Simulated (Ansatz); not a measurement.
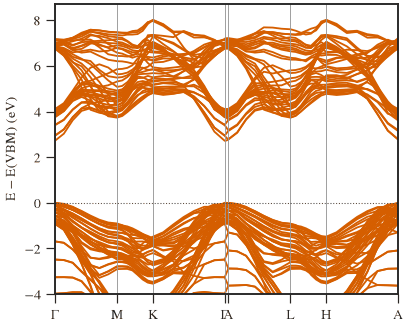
Figure. Band structure from r²SCAN (plane waves, PAW; program Ansatz)

Task: Read off the gap and where the band edges lie.

Result: About 2.7 eV (2.72 eV by a search for the band edges); maximum at Γ, minimum at Γ.

The material is ZnS in space group P3m1 (No. 156; Pearson symbol hP36).

The workflow started from a Materials Project entry (that database holds measured and hypothetical structures alike); the Crystallography Open Database files this formula in space group No. 156, but the cells were not matched. It is not the phase usual at ambient conditions (space group No. 186, 216). Symmetry was held in the r²SCAN relaxation; whether a distortion lowers the energy is not shown.

Potentials: the later of the program's two PAW sets.
